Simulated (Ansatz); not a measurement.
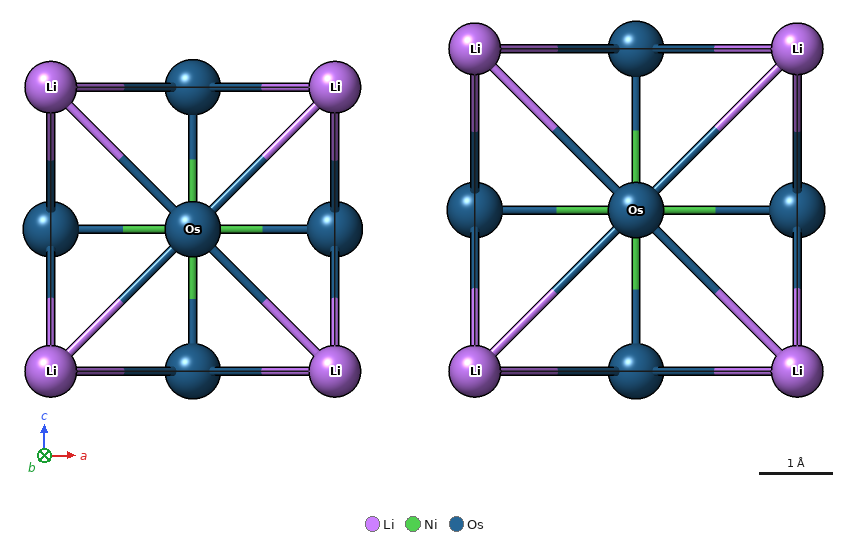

Two geometries of crystalline LiNiOs3 (a generated structure, set up in Pm-3m) (coarse preliminary run), drawn at one scale. One is the start of a relaxation, the other its converged end. A ball-and-stick model of the cell of the calculation, seen along the b axis.

All numbers below come from DFT PBE, scalar-relativistic, plane waves, PAW in Ansatz 0.2.0. Settings: plane-wave cutoff 420 eV; k-point mesh 4 × 4 × 4; occupations gaussian; smearing width 0.1 eV; collinear spin; cell and atoms relaxed; force threshold 0.04 eV/Å; at most 70 steps.

Which of the two is the end point?

The right one is the relaxed one. The atoms keep their places relative to the cell (all moves are under 0.005 Å). The volume changes by +46.2 %, with a = b = c 3.907 → 4.435 Å (+13.5 %). Some distances before and after: Li–Os 2.763 → 3.136 Å, Os–Os 2.763 → 3.136 Å, Ni–Os 1.954 → 2.218 Å. The space group stays Pm-3m (No. 221). After 6 accepted moves (8 points after the start) the energy has fallen by 8.382 eV per cell of the calculation. All forces vanish by symmetry, so only the cell relaxes. The pressure goes from 138.79 to 0.01 GPa. The SCF was repeated twice at an unchanged geometry on a basis and grid sized afresh for the cell, which shifted the energy by 0.167 eV per cell of the calculation at most. The program noted that the starting moments weren't kept. The run may lie on a higher electronic state than the lowest, so the end point isn't shown to be the ground-state structure.

Limits of the set-up: the k-point mesh is coarse for a cell with partly filled bands.
